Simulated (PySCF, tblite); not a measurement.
# C4H4F3O2 radical: geometry, infrared bands and EPR parameters

Wanted: the infrared bands and EPR parameters of C4H4F3O2 radical (`C[C@H]([C]=O)OC(F)(F)F`), by calculation.

Computed with tblite 0.8.0 and PySCF 2.14.0, with density-fitted response routines of our own, on a single molecule in the gas phase. Atoms are numbered from 0 throughout.

### 1 The starting structure

13 atoms, charge 0, multiplicity 2; geometry from: force field or distance geometry start.

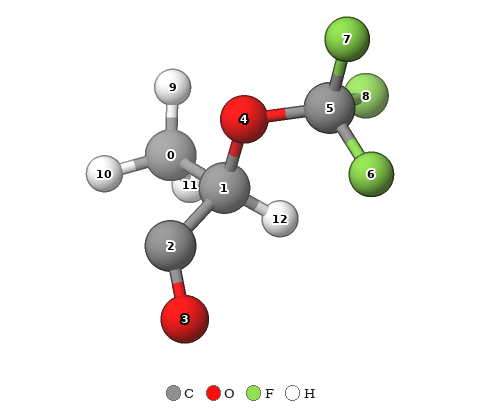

As it starts; carbon grey, oxygen red, fluorine green, hydrogen white, atoms numbered.

### 2 Relaxing the molecule with GFN2-xTB

The job: settings as JSON, then the geometry in Å.

```
{"job": {"kind": "relax", "xc": "GFN2-xTB", "basis": "xTB"}, "charge": 0, "multiplicity": 2}
C     -1.192700     1.105300     0.353700
C     -0.466200    -0.130100    -0.163400
C     -1.466100    -1.226500    -0.130100
O     -1.836500    -1.856100    -1.098100
O      0.563400    -0.421300     0.757200
C      1.816200    -0.426300     0.159700
F      1.963200    -1.351100    -0.851300
F      2.810100    -0.691100     1.091600
F      2.088200     0.809300    -0.430400
H     -0.608900     1.551100     1.164500
H     -2.185100     0.822200     0.782300
H     -1.411600     1.779000    -0.484400
H     -0.078500     0.036000    -1.168900
```

The run is started by

```bash
> OMP_NUM_THREADS=1 python probes_run.py task.json out
```

The driver reads the jobs from task.json and runs them one after another.

What it wrote:

```text
step      E/eV     max force
  0    -893.51395    3.649
  1    -893.75822    5.530
  2    -893.89307    1.631
  3    -893.94017    0.813
  4    -893.95382    0.445
  5    -893.97826    0.601
  6    -893.99226    0.299
  7    -893.99813    0.181
  8    -894.00187    0.251
  9    -894.00538    0.236
 10    -894.00842    0.204
 11    -894.01240    0.203
 12    -894.01710    0.229
 13    -894.02256    0.273
 14    -894.02826    0.300
 15    -894.03422    0.405
 16    -894.03936    0.296
 17    -894.01340    2.527
 18    -894.04647    0.139
 19    -894.05001    0.140
 20    -894.04112    1.941
 21    -894.06042    0.200
 22    -894.06459    0.168
 23    -894.05649    1.743
 24    -894.07218    0.160
 25    -894.07545    0.151
 26    -894.08097    0.781
 27    -894.08468    0.209
 28    -894.08694    0.153
 29    -894.08906    0.220
 30    -894.09034    0.123
 31    -894.09158    0.079
 32    -894.09248    0.127
 33    -894.09320    0.166
 34    -894.09395    0.168
 35    -894.09499    0.134
 36    -894.09624    0.105
 37    -894.09752    0.100
 38    -894.09860    0.088
 39    -894.09948    0.094
 40    -894.10046    0.112
 41    -894.10186    0.125
 42    -894.10381    0.135
 43    -894.10561    0.248
 44    -894.10791    0.418
 45    -894.11118    0.237
 46    -894.11635    0.174
 47    -894.11864    0.142
 48    -894.12210    0.210
 49    -894.12563    0.352
 50    -894.12867    0.256
 51    -894.13167    0.198
 52    -894.13337    0.194
 53    -894.13619    0.370
 54    -894.13835    0.345
 55    -894.14086    0.286
 56    -894.14452    0.181
 57    -894.14811    0.160
 58    -894.15180    0.312
 59    -894.15606    0.165
 60    -894.16009    0.131
 61    -894.16292    0.143
 62    -894.16619    0.206
 63    -894.16801    0.317
 64    -894.17013    0.133
 65    -894.17169    0.200
 66    -894.17373    0.137
 67    -894.17517    0.107
 68    -894.17594    0.089
 69    -894.17658    0.081
 70    -894.17725    0.079
 71    -894.17797    0.140
 72    -894.17865    0.085
 73    -894.17942    0.098
 74    -894.18033    0.096
 75    -894.18135    0.101
 76    -894.18201    0.081
 77    -894.18242    0.063
 78    -894.18257    0.058
 79    -894.18271    0.042
 80    -894.18282    0.033
 81    -894.18295    0.030
 82    -894.18306    0.032
 83    -894.18317    0.032
 84    -894.18330    0.036
 85    -894.18347    0.036
 86    -894.18371    0.042
 87    -894.18405    0.042
 88    -894.18458    0.053
 89    -894.18534    0.079
 90    -894.18623    0.097
 91    -894.18704    0.107
 92    -894.18752    0.100
 93    -894.18785    0.096
 94    -894.18818    0.077
 95    -894.18846    0.041
 96    -894.18866    0.033
 97    -894.18879    0.032
 98    -894.18889    0.027
 99    -894.18898    0.028
100    -894.18911    0.032
101    -894.18923    0.027
102    -894.18934    0.021
103    -894.18942    0.074
104    -894.18948    0.051
105    -894.18956    0.058
106    -894.18970    0.066
107    -894.18993    0.073
108    -894.19029    0.071
109    -894.19069    0.050
110    -894.19101    0.042
111    -894.19122    0.037
112    -894.19140    0.031
113    -894.19163    0.035
114    -894.19191    0.051
115    -894.19218    0.056
116    -894.19239    0.052
117    -894.19255    0.037
118    -894.19272    0.053
119    -894.19291    0.053
120    -894.19347    0.076
121    -894.19380    0.069
122    -894.19423    0.055
123    -894.19450    0.032
124    -894.19469    0.051
125    -894.19485    0.035
126    -894.19491    0.025
127    -894.19494    0.008
```

Wall time 0.52 s (1 thread of Arm Neoverse V2, shared host).

Along the way: (not every step is listed)

```
step  energy from step 0 (eV)  largest force (eV/Å)
   0                   0.0000                3.6492
   1                  -0.2443                5.5298
   2                  -0.3791                1.6306
   3                  -0.4262                0.8129
   4                  -0.4399                0.4455
   5                  -0.4643                0.6008
   6                  -0.4783                0.2990
   7                  -0.4842                0.1808
   8                  -0.4879                0.2509
  19                  -0.5361                0.1398
  30                  -0.5764                0.1231
  41                  -0.5879                0.1251
  52                  -0.6194                0.1944
  63                  -0.6541                0.3166
  74                  -0.6664                0.0963
  85                  -0.6695                0.0363
  96                  -0.6747                0.0335
 107                  -0.6760                0.0729
 118                  -0.6788                0.0527
 122                  -0.6803                0.0549
 123                  -0.6805                0.0320
 124                  -0.6807                0.0514
 125                  -0.6809                0.0350
 126                  -0.6810                0.0246
 127                  -0.6810                0.0084
```

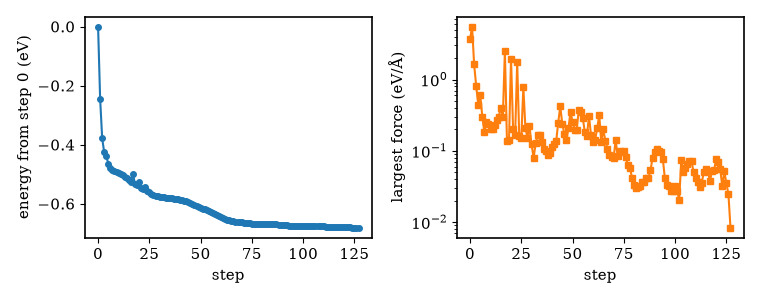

Energy and largest force along the relaxation.

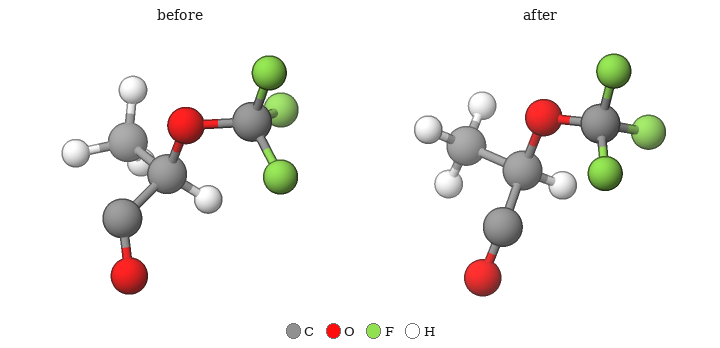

Before and after, at one scale.

Close pairs (by a distance rule), those that changed most:

```
  bond  before (Å)  after (Å)  change (Å)
 O4–C5       1.388      1.318      -0.070
 C5–F7       1.388      1.325      -0.063
 C5–F8       1.396      1.350      -0.046
 C5–F6       1.378      1.343      -0.035
 C1–O4       1.412      1.445      +0.034
C0–H10       1.117      1.086      -0.031
 C2–O3       1.213      1.184      -0.029
 C1–C2       1.484      1.497      +0.013
```

The end geometry stands in the next job.

### 3 Infrared spectrum with GFN2-xTB

The job: settings as JSON, then the geometry in Å.

```
{"job": {"kind": "ir", "xc": "GFN2-xTB", "basis": "xTB"}, "charge": 0, "multiplicity": 2}
C     -1.379781     1.026723     0.449003
C     -0.360671     0.118930    -0.231556
C     -0.985128    -1.187412    -0.611615
O     -1.891617    -1.428801    -1.333259
O      0.727461    -0.060281     0.702782
C      1.846865    -0.558780     0.216402
F      1.726544    -1.788677    -0.310268
F      2.754721    -0.630887     1.178696
F      2.378030     0.191919    -0.772219
H     -0.911189     1.976811     0.690223
H     -1.726852     0.562671     1.367616
H     -2.221131     1.192044    -0.217662
H      0.038359     0.586227    -1.145870
```

What it wrote:

```text
mode    cm-1     km/mol
  1      26.9      1.26
  2      67.7      1.23
  3     111.2      0.97
  4     166.1      1.06
  5     178.5      0.89
  6     214.9      3.42
  7     299.5      7.67
  8     349.3     13.73
  9     381.2      3.88
 10     412.2      0.83
 11     477.3      7.80
 12     554.7     21.95
 13     594.1     24.15
 14     635.2      3.45
 15     830.8     21.67
 16     850.9     15.28
 17     945.4     21.14
 18     985.8     10.14
 19    1009.2    416.04
 20    1061.3    105.82
 21    1090.4     60.14
 22    1140.4    375.64
 23    1186.7     15.37
 24    1219.1    583.96
 25    1266.8     28.88
 26    1381.5      8.48
 27    1448.7      7.45
 28    1466.1      8.88
 29    1935.6    210.87
 30    2842.7      9.17
 31    3047.6      3.71
 32    3057.7      3.71
 33    3064.4      4.93
```

Run time: 0.26 s. Hardware: 1 thread of Arm Neoverse V2, shared host.

Which atoms move in the most intense modes:

```
cm⁻¹  km/mol                               atoms
 594    24.1  O4 26 %, F6 22 %, F7 14 %, F8 11 %
1009   416.0           C5 75 %, F6 12 %, F8 10 %
1061   105.8                    C1 50 %, C0 24 %
1090    60.1          C5 26 %, C1 21 %, H11 12 %
1140   375.6                    C5 45 %, C1 16 %
1219   584.0                    C5 60 %, O4 29 %
1267    28.9                   H12 76 %, C1 11 %
1936   210.9                    C2 60 %, O3 40 %
```

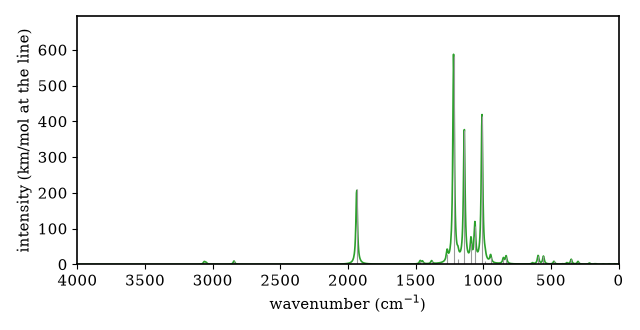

The infrared spectrum from these modes, unscaled. Lines are broadened to a width of 14 cm⁻¹ (Lorentzian).

### 4 g tensor and hyperfine couplings: B3LYP/pcH-1

The job, as its differences from that of step 3:

```diff
@@ -1,2 +1,2 @@
-{"job": {"kind": "ir", "xc": "GFN2-xTB", "basis": "xTB"}, "charge": 0, "multiplicity": 2}
+{"job": {"kind": "epr", "basis": "pcH-1"}, "charge": 0, "multiplicity": 2}
 C     -1.379781     1.026723     0.449003
```

With the program's defaults for keys left out, this is: UKS B3LYP, pcH-1 on C F H O, non-relativistic, mean-field spin-orbit, GIAO.

What it wrote:

```text
UKS, coarse grid
  cycle   1  E = -604.49321443  |g| = 9.38e-01
  cycle   2  E = -603.64023601  |g| = 1.82e+00
  cycle   3  E = -604.74118970  |g| = 3.56e-01
  cycle   4  E = -604.78619121  |g| = 6.89e-02
  cycle   5  E = -604.78757509  |g| = 1.55e-02
  cycle   6  E = -604.78767343  |g| = 5.87e-03
  cycle   7  E = -604.78768628  |g| = 1.77e-03
  cycle   8  E = -604.78768700  |g| = 7.80e-04
UKS, final grid
  cycle   1  E = -604.78768837  |g| = 1.17e-03
  cycle   2  E = -604.78768774  |g| = 1.90e-03
  cycle   3  E = -604.78768880  |g| = 1.07e-04
  cycle   4  E = -604.78768881  |g| = 5.92e-05
  cycle   5  E = -604.78768881  |g| = 3.70e-05
  cycle   6  E = -604.78768881  |g| = 1.16e-05
E = -604.78768881 Eh   <S^2> = 0.7528 (exact 0.7500)
g shifts (ppm)      1          2          3
  rmc          -229       -229       -229
  gc             43         18         -6
  oz_so       -7078       -156       2078
  total       -7264       -367       1842
hyperfine (MHz)  atom isotope    a_iso     a_fc   dipolar eigenvalues
    0   13C      -1.37      -1.37     -1.94     -1.66      3.60
    1   13C     111.80     111.80    -17.47    -16.96     34.43
    2   13C     360.25     360.25    -51.21    -48.79    100.01
    3   17O     -40.88     -40.88   -110.52     51.17     59.35
    4   17O      -9.10      -9.10     -0.95      0.29      0.66
    5   13C       0.56       0.56     -0.71     -0.52      1.22
    6   19F      72.78      72.78    -15.54    -14.84     30.38
    7   19F       3.74       3.74     -2.43     -1.69      4.12
    8   19F       3.36       3.36     -1.79     -1.08      2.87
    9    1H      13.39      13.39     -2.62     -0.84      3.46
   10    1H      -0.37      -0.37     -3.28     -2.09      5.37
   11    1H       0.60       0.60     -3.41     -1.97      5.38
   12    1H      11.58      11.58     -9.41     -2.87     12.28
```

Run time: 55 s. Hardware: 1 thread of Arm Neoverse V2, shared host; peak memory 0.97 GiB.

Principal g values 1.99506, 2.00195, 2.00416; g(iso) = 2.00039, against 2.00232 for a free electron.

Hyperfine couplings; where a row names several nuclei, a(iso) is their mean (it holds for fast rotation or exchange) and the dipolar term the largest among them:

```
      nuclei  isotope  a(iso) (MHz)  a(iso) (G, at g = 2.0023)  largest dipolar term (MHz)
          C2      13C         360.2                      128.5                       100.0
          C1      13C         111.8                       39.9                        34.4
          O3      17O         -40.9                      -14.6                      -110.5
  F6, F7, F8      19F          26.6                        9.5                        30.4
         H12       1H          11.6                        4.1                        12.3
          O4      17O          -9.1                       -3.2                        -0.9
H9, H10, H11       1H           4.5                        1.6                         5.4
          C0      13C          -1.4                       -0.5                         3.6
          C5      13C           0.6                        0.2                         1.2
```

Mulliken spin populations:

C0 0.01; C1 0.06; C2 0.64; O3 0.25; O4 0.00; C5 0.00; F6 0.00; F7 0.00; F8 0.00; H9 0.00; H10 0.00; H11 0.00; H12 0.02

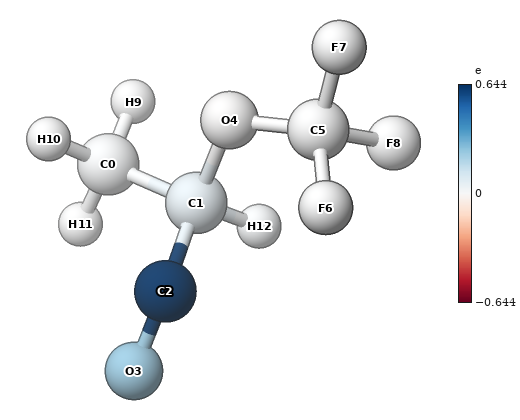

Mulliken spin populations, as colours on the atoms.

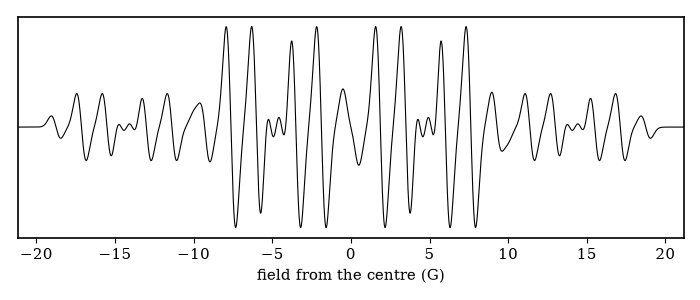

First-order isotropic spectrum (first derivative, main isotopes with spin only, couplings over 0.8 MHz, Gaussian width 0.3 G; couplings of the frozen geometry, rotation of groups not averaged beyond the rows shown).

The fields below are evaluated on a grid from the run's orbitals.

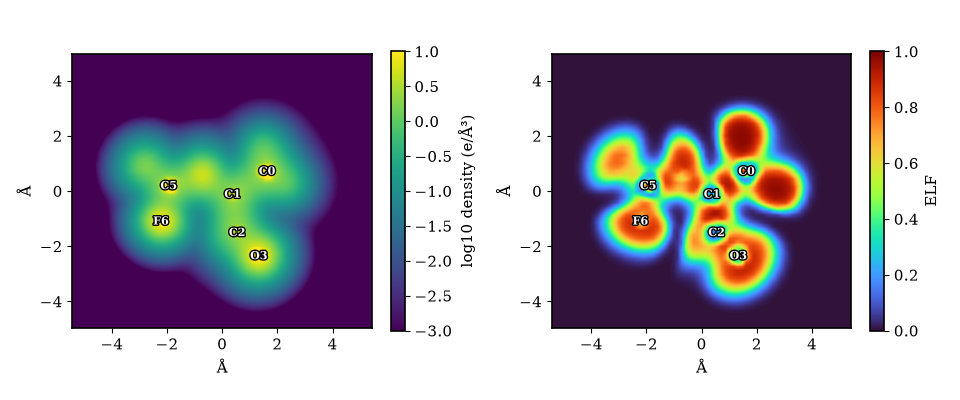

Density (left) and ELF (right) in a plane through or near 6 of the atoms.

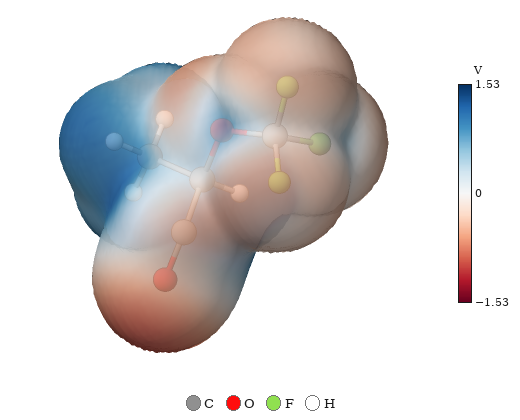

Electrostatic potential on the surface of density 0.002 e/bohr³; red is low, blue high. It runs from -0.95 V near O3 to 1.53 V near H12.

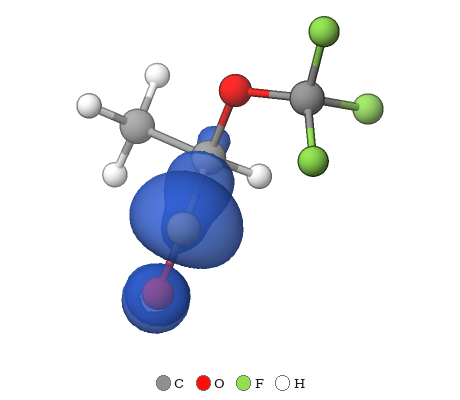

Spin density at ±0.05 e/Å³ (alpha excess blue, beta excess red).

### 5 Results

```
                                                                  quantity                  value
                                 strongest single infrared mode (GFN2-xTB)  1219 cm⁻¹, 584 km/mol
                                              zero-point energy (GFN2-xTB)          49.0 kcal/mol
                                                            g(iso) (B3LYP)                2.00039
                                                                      ⟨S²⟩     0.753 (exact 0.75)
                                        largest a(iso) (averaged by class)   13C on C2, 360.2 MHz
potential on the surface of density 0.002 e/bohr³, 1st and 99th percentile     -0.95 V and 1.53 V
```

What this shows: The optimisation took 127 steps and gained 0.681 eV; among the close pairs (by a distance rule), O4–C5 changed most, from 1.388 to 1.318 Å. All 33 modes are real, so the xTB geometry is a minimum. The strongest single mode, at 1219 cm⁻¹, moves mainly C5. Unscaled tight-binding wavenumbers are off by several per cent, some by more. Its intensities can rank the bands wrongly. C2 carries the largest spin population, 0.64 e. The isotropic g lies 1.9 ppt below the free-electron value.
